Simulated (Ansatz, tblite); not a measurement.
# The cluster Si₆H₁₄O₁₉: spin states and exact exchange

Is the singlet the ground state of the cluster Si₆H₁₄O₁₉? Other spin states are computed and compared level by level.

The runs use Ansatz 0.2.0, Gaussian basis; as each input shows.

Plan: triplet, at the geometry of the singlet (GFN1-xTB, GFN2-xTB, PBE0-D4/def2-TZVP, PBE-D4/def2-TZVP); the singlet's energies come from earlier runs.

## 1. The structure

The geometry is that of the singlet, from an earlier relaxation (PBE-D4/def2-SVP).

39 atoms, charge 0, spin multiplicity 1.

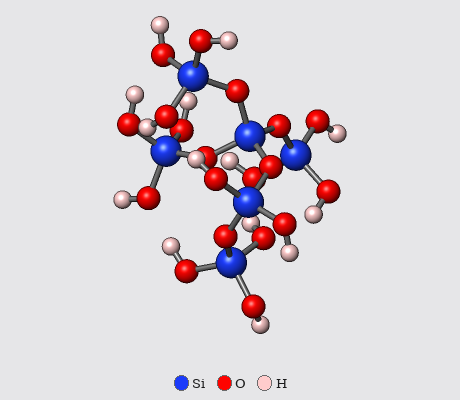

The geometry (silicon blue, oxygen red, hydrogen pink).

## 2. Triplet at the fixed geometry, GFN1-xTB

Tight binding, by tblite at 300 K electronic temperature and without a spin-polarisation term:

```python
tblite.interface.Calculator('GFN1-xTB', numbers, positions, charge=0, uhf=2).singlepoint()
```

Energy -2974.5159 eV; 0.23 s.

## 3. Triplet at the fixed geometry, GFN2-xTB

Tight binding, by tblite at 300 K electronic temperature and without a spin-polarisation term:

```python
tblite.interface.Calculator('GFN2-xTB', numbers, positions, charge=0, uhf=2).singlepoint()
```

Energy -2605.2676 eV; 0.32 s.

## 4. Triplet at the fixed geometry, PBE0-D4/def2-TZVP

Contents of in.yaml:

```yaml
crystal:
  periodic: [false, false, false]
  atoms:
    - {symbol: Si, position_ang: [1.247823, -0.016380, 0.443341]}
    - {symbol: Si, position_ang: [-0.843027, 1.716936, -1.146390]}
    - {symbol: Si, position_ang: [-0.492979, -1.420777, 2.454245]}
    - {symbol: Si, position_ang: [1.905407, -1.508527, -2.126130]}
    - {symbol: Si, position_ang: [1.410160, 2.640661, 1.856740]}
    - {symbol: Si, position_ang: [-2.207580, -2.280159, -0.037410]}
    - {symbol: O, position_ang: [-0.868617, -2.523305, -1.025474]}
    - {symbol: O, position_ang: [0.473284, -0.996557, -2.856690]}
    - {symbol: O, position_ang: [2.184566, -0.490611, -0.816574]}
    - {symbol: O, position_ang: [3.247334, -1.301364, -3.072932]}
    - {symbol: O, position_ang: [1.698796, -3.089399, -1.725570]}
    - {symbol: O, position_ang: [-3.340248, -1.369370, -0.817027]}
    - {symbol: O, position_ang: [-2.342711, 1.138012, -1.570533]}
    - {symbol: O, position_ang: [-1.027026, 3.181693, -0.385859]}
    - {symbol: O, position_ang: [0.067675, 1.798715, -2.560067]}
    - {symbol: O, position_ang: [-0.206538, 0.598461, -0.126940]}
    - {symbol: O, position_ang: [-2.819409, -3.765933, 0.381990]}
    - {symbol: O, position_ang: [-1.767584, -1.592633, 1.406350]}
    - {symbol: O, position_ang: [-0.681957, -0.146191, 3.475230]}
    - {symbol: O, position_ang: [0.898430, -1.199337, 1.514099]}
    - {symbol: O, position_ang: [-0.297873, -2.787920, 3.361876]}
    - {symbol: O, position_ang: [2.033568, 1.255251, 1.197414]}
    - {symbol: O, position_ang: [-0.171481, 2.407063, 2.342830]}
    - {symbol: O, position_ang: [1.338599, 3.839645, 0.664189]}
    - {symbol: O, position_ang: [2.370231, 3.190351, 3.076574]}
    - {symbol: H, position_ang: [-0.736921, -1.885539, -1.773196]}
    - {symbol: H, position_ang: [0.380138, -0.021495, -2.978369]}
    - {symbol: H, position_ang: [3.403701, -2.038514, -3.688664]}
    - {symbol: H, position_ang: [0.802904, -3.227218, -1.322981]}
    - {symbol: H, position_ang: [-3.060530, -0.454625, -1.050817]}
    - {symbol: H, position_ang: [-2.911136, 1.740929, -2.080574]}
    - {symbol: H, position_ang: [-0.190470, 3.677842, -0.177201]}
    - {symbol: H, position_ang: [0.917432, 2.271629, -2.500878]}
    - {symbol: H, position_ang: [-3.071924, -4.321043, -0.375448]}
    - {symbol: H, position_ang: [-0.604208, 0.762312, 3.102010]}
    - {symbol: H, position_ang: [-0.870752, -3.516340, 3.064017]}
    - {symbol: H, position_ang: [-0.817602, 2.648997, 1.639901]}
    - {symbol: H, position_ang: [1.992003, 4.556059, 0.753949]}
    - {symbol: H, position_ang: [2.958543, 2.528689, 3.480988]}
basis:
  gaussian: {orbitals: def2-TZVP, fitting: {mean_field: def2-universal-jkfit}}
magnetization: {spin_polarized: true, initial_magnetization: 2}
hamiltonian: {xc: pbe0, dispersion: d4}
scf: {omitted_lower_state_checks: [starts]}
output: {orbitals: {seedname: orbitals}}
```

Started as:

```console
ansatz run in.yaml --threads 4 --pin off --events-out ev --progress --plain --max-ram 46080MiB --backend cuda --devices 0, --max-vram 37GiB
```

Log:

```text
Functional definition: PBE0
  name "PBE0"
  cite "Adamo & Barone, J. Chem. Phys. 110, 6158 (1999) doi:10.1063/1.478522"
  cite "Perdew, Burke & Ernzerhof, Phys. Rev. Lett. 77, 3865 (1996) doi:10.1103/PhysRevLett.77.3865"
  parent pbe
  parameter a = 0.25
  parameter kappa = 0.804
  parameter beta = 0.06672455060314922
  exchange = (1 - a)*pbe_x(kappa = kappa, mu = beta*pi^2/3) + a*exact_x
  correlation = pbe_c(beta = beta)
these checks for a lower state are left out or cut short: starts
2483 factors; integrals over basis functions are off by at most 8.8e-1 eV
mean field evaluation 1: about -86318.9503 eV, gradient 1.4e2 eV
mean field evaluation 2: about -86255.8867 eV, gradient 1.9e2 eV
mean field evaluation 4: about -86370.3310 eV, gradient 2.7e1 eV
mean field evaluation 8: about -86374.1445 eV, gradient 8.4e-1 eV
mean field evaluation 16: about -86374.1718 eV, gradient 2.0e-1 eV
mean field evaluation 32: about -86374.1732 eV, gradient 2.1e-5 eV
mean field -86374.17324737 eV, -3174.1923203236 hartree, gradient 2.5e-6 eV, S^2 2.003739; 0 other end points of the search recorded, 0 dependent functions left out
reference -86374.17331282 eV, -3174.1923227289 hartree; 126, 124 occupied and 769, 771 virtual orbitals, 2483 factors
Total energy: -86375.86700682 eV, -3174.2545648353 hartree
Checks for a lower state left out: starts
```

It took 27 s on 1 × H100 (card shared with other runs) with 4 threads of AMD EPYC 7R13, shared host; peak host memory 1.6 GiB.

HOMO -1.93 eV, LUMO -8.43 eV (over both spins; with the spin held, an empty level of the minority spin lies below the top filled one); ⟨S²⟩ 2.004 (pure: 2.00).

## 5. Triplet at the fixed geometry, PBE-D4/def2-TZVP

start.molden holds the orbitals of an earlier run on this state, given as this run's starting guess.

in.yaml, as its differences from that of step 4:

```diff
@@ -43,5 +43,5 @@
 basis:
-  gaussian: {orbitals: def2-TZVP, fitting: {mean_field: def2-universal-jkfit}}
+  gaussian: {orbitals: def2-TZVP, fitting: {mean_field: def2-universal-jkfit}, initial_orbitals: start.molden}
 magnetization: {spin_polarized: true, initial_magnetization: 2}
-hamiltonian: {xc: pbe0, dispersion: d4}
+hamiltonian: {xc: pbe, dispersion: d4}
 scf: {omitted_lower_state_checks: [starts]}
```

The command is unchanged.

Log:

```text
Functional definition: PBE
  name "PBE"
  cite "Perdew, Burke & Ernzerhof, Phys. Rev. Lett. 77, 3865 (1996) doi:10.1103/PhysRevLett.77.3865"
  parent pbe
  parameter kappa = 0.804
  parameter beta = 0.06672455060314922
  exchange = pbe_x(kappa = kappa, mu = beta*pi^2/3)
  correlation = pbe_c(beta = beta)
these checks for a lower state are left out or cut short: starts
2483 factors; integrals over basis functions are off by at most 8.8e-1 eV
mean field evaluation 1: about -86370.8108 eV, gradient 1.9e1 eV
mean field evaluation 2: about -86371.4921 eV, gradient 8.1e-1 eV
mean field evaluation 4: about -86371.5309 eV, gradient 4.3e-1 eV
mean field evaluation 8: about -86371.5331 eV, gradient 1.0e-3 eV
mean field -86371.53312394 eV, -3174.0952975770 hartree, gradient 1.7e-5 eV, S^2 2.000781; 0 other end points of the search recorded, 0 dependent functions left out
reference -86371.53321200 eV, -3174.0953008131 hartree; 126, 124 occupied and 769, 771 virtual orbitals, 2483 factors
Total energy: -86373.44051088 eV, -3174.1653927541 hartree
Checks for a lower state left out: starts
```

Run time: 11 s. Hardware: 1 × H100 (card shared with other runs) with 4 threads of AMD EPYC 7R13, shared host; peak host memory 1.4 GiB.

From the report: HOMO -1.73 eV, LUMO -7.80 eV (over both spins; with the spin held, an empty level of the minority spin lies below the top filled one); ⟨S²⟩ 2.001 (pure: 2.00).

## 6. Triplet less singlet, vertical

The singlet's energies are those of its earlier runs, whose logs aren't repeated here.

```csv
level,"triplet less singlet, vertical (kJ/mol)",time
GFN1-xTB,+803.4,0.37 s
GFN2-xTB,+806.3,0.44 s
PBE-D4/def2-TZVP,+570.8,19 s
PBE0-D4/def2-TZVP,+724.2,36 s
```

Times add the two runs; a level without a time comes out of a correlated run. Tight binding without a spin term can't rank spin states.

## 7. What came out

| quantity | value |
| --- | --- |
| triplet less singlet, vertical, functionals in def2-TZVP | +570.8 (PBE-D4) to +724.2 kJ/mol (PBE0-D4) |

In words: All functionals put the triplet above the singlet, over a spread of 153.4 kJ/mol. The checks for a lower triplet were left out, so another state of that spin may lie lower. These are electronic energies, without zero-point motion, entropy or surroundings.
